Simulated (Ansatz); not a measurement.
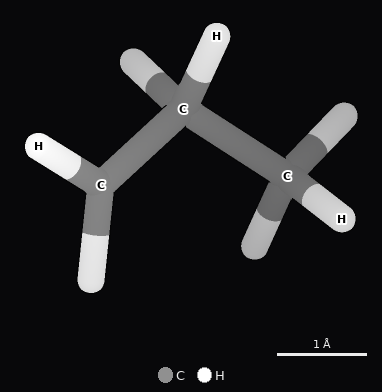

Starting structure of C$_{3}$H$_{7}$ (multiplicity 2). Style: stick. Shown at a tilt.

Level of theory: Ansatz, UKS PBE0-D4/def2-TZVP.

The input:
```yaml
crystal:
  periodic: [false, false, false]
  atoms:
    - {symbol: C, position_ang: [-1.124028, 0.430102, -0.730669]}
    - {symbol: C, position_ang: [0.263954, 0.477258, -0.192524]}
    - {symbol: C, position_ang: [0.621095, -0.692691, 0.731262]}
    - {symbol: H, position_ang: [-1.649064, -0.532828, -0.845976]}
    - {symbol: H, position_ang: [-1.593526, 1.326341, -1.166525]}
    - {symbol: H, position_ang: [0.432823, 1.445693, 0.332816]}
    - {symbol: H, position_ang: [0.998109, 0.502242, -1.040884]}
    - {symbol: H, position_ang: [1.670108, -0.629336, 1.084243]}
    - {symbol: H, position_ang: [-0.038111, -0.713624, 1.623168]}
    - {symbol: H, position_ang: [0.501740, -1.664457, 0.207988]}
basis:
  gaussian: {orbitals: def2-TZVP}
magnetization: {spin_polarized: true, initial_magnetization: 1}
hamiltonian: {xc: pbe0, dispersion: d4}
relax: {f_tol: 0.005, max_steps: 200}
```

Predict the outcome.

The largest move after the best rigid fit is that of H4, 0.071 Å. Largest moves by element: H 0.071 Å, C 0.016 Å. Near-neighbour distances that change, for instance: C2–H7 1.122 → 1.103 Å, C1–H4 1.103 → 1.084 Å, C2–H6 1.115 → 1.097 Å, C3–H10 1.110 → 1.093 Å. Over 8 geometry steps the energy falls by 0.96 kcal/mol. Largest force component: 0.56 eV/Å at the start, 0.0023 eV/Å at the end. The forces were under the threshold at step 3, but the run went on from there.

The structure at the end:

```xyz
10

C    -1.1093    0.4245   -0.7282
C     0.2694    0.4792   -0.1915
C     0.6152   -0.6896    0.7183
H    -1.6481   -0.5144   -0.7771
H    -1.5626    1.2925   -1.1903
H     0.4222    1.4267    0.3407
H     0.9916    0.5108   -1.0245
H     1.6448   -0.6254    1.0766
H    -0.0443   -0.7154    1.5890
H     0.5041   -1.6403    0.1900
```

The end point in the same view:

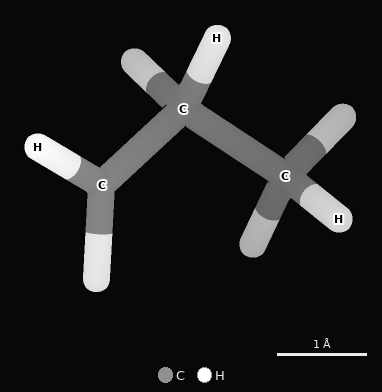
